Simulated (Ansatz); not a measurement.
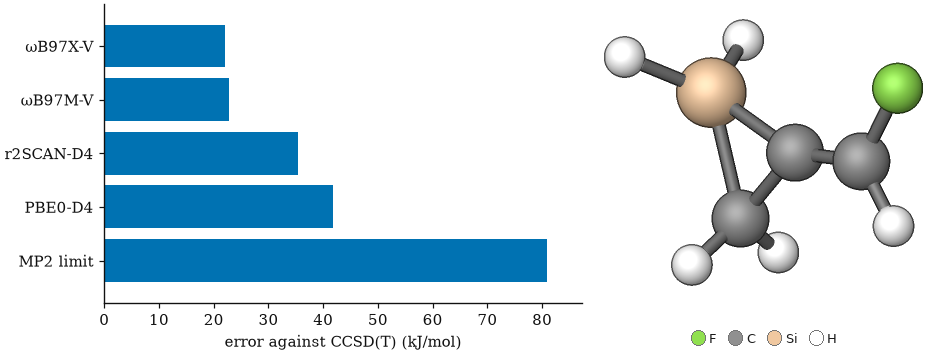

Error in the electronic atomisation energy (method less reference, so positive means overbinding) of C₃H₅FSi, SMILES F/C=C1/C[SiH2]1: functionals in def2-TZVPP against frozen-core CCSD(T) at the limit (MP2 extrapolated from triple and quadruple zeta, plus CCSD(T) less MP2 in a smaller set), which gives 3835.7 kJ/mol, at a PBE0-D4/def2-TZVP geometry (no frequency check), no zero-point or spin-orbit term, the Ansatz code 0.2.0. The reference leaves out core correlation, a term that grows with the number of heavy atoms. Limit means the basis limit.

Q: Which of these levels overbind, and which underbind?

A: Overbind: r2SCAN-D4, PBE0-D4 and MP2 limit. Underbind: none clearly. Within 25 kJ/mol of zero, too close to call in view of what the reference leaves out: ωB97X-V and ωB97M-V.

Q: Give the values.

A:
```csv
level,kJ/mol
ωB97X-V,22.1
ωB97M-V,22.7
r2SCAN-D4,35.4
PBE0-D4,41.8
MP2 limit,80.8
```
